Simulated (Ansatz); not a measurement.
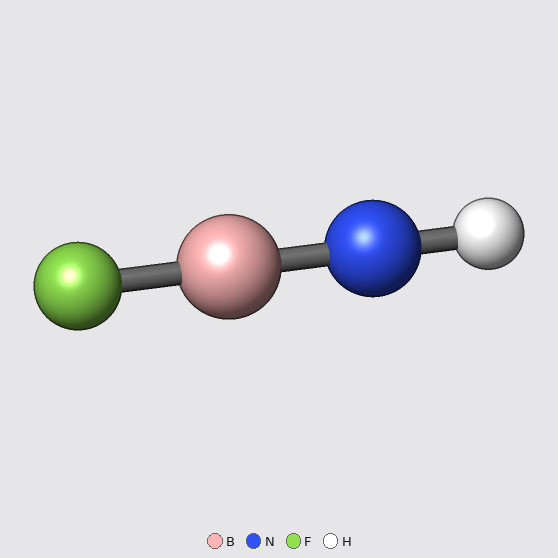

Ball-and-stick drawing of a structure.

The computed structure is the end point of a PBE0-D4/def2-TZVP optimisation.

Which formula does it have?

Answer. BFHN, 4 atoms: 1 boron, 1 fluorine, 1 hydrogen and 1 nitrogen.

Which point group does it belong to?

Answer. C∞v.

How many sets of symmetry-equivalent atoms are there?

Answer. 4: 1 B, 1 N, 1 F, 1 H.

The parts below concern this one geometry. Atoms keep their numbers from picture to picture.

Vibrations

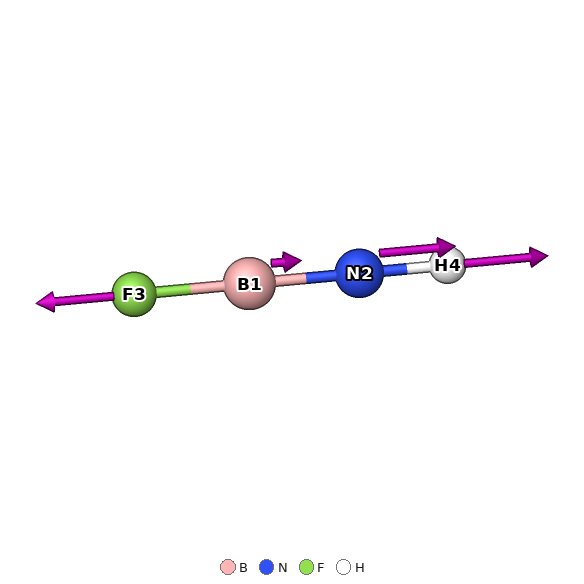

The arrows show one normal mode. Harmonic vibrations computed with RKS PBE0-D4/def2-TZVP (Ansatz 0.2.0) at a stationary point of the same level.

What kind of motion is it?

Answer. Mostly B–F stretching.

At what wavenumber does it lie?

Answer. 1024 cm⁻¹; it is mode 5 of 7 counted from the lowest.

Dipole moment

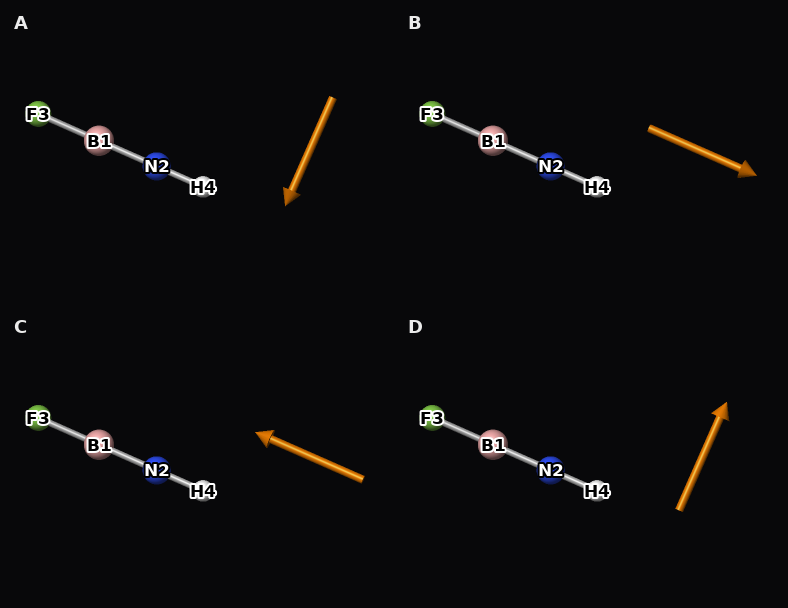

The same molecule four times, each with an arrow. Level of theory: RKS PBE0-D4/def2-TZVP (Ansatz 0.2.0).

Which arrow points along the dipole moment, from the negative to the positive end?

Answer. B. The dipole moment is 0.51 D; it points from the side of F3 to the side of H4 (the outermost atoms at the two ends).

Thermal motion

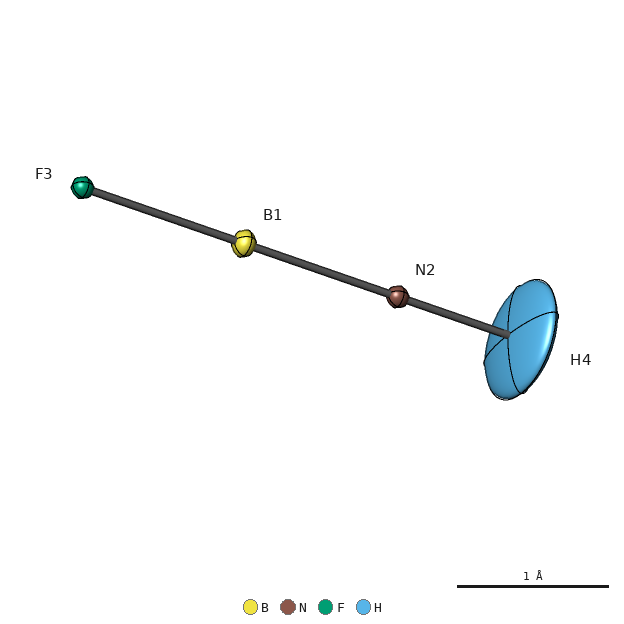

Displacement ellipsoids at the 50 % level, from the internal vibrations of the free molecule (harmonic, no overall translation or rotation; no half-axis is drawn under 0.075 Å). Vibrations computed with RKS PBE0-D4/def2-TZVP (Ansatz 0.2.0). Temperature: 298 K.

Which atom moves most?

Answer. H4, with U_eq = 0.0498 Å².

Does H4 move more along its bond or across it?

Answer. Across it: the root-mean-square amplitude is 0.069 Å along the bond and up to 0.269 Å across, since bending and torsion are softer than stretching.

Give the displacement parameters, one line for each set of equivalent atoms.

```tsv
atom	U_eq (Å²)	rms amplitudes (Å)
B1	0.0027	0.024, 0.061, 0.061
N2	0.0013	0.025, 0.040, 0.040
F3	0.00035	0.017, 0.017, 0.022
H4	0.0498	0.069, 0.269, 0.269
```

Electronic properties

Properties computed with RKS PBE0-D4/def2-TZVPP (Ansatz 0.2.0).

What is the HOMO energy (Kohn–Sham orbital)?

Answer. −8.44 eV.

What is the LUMO energy (Kohn–Sham orbital)?

Answer. 0.20 eV.
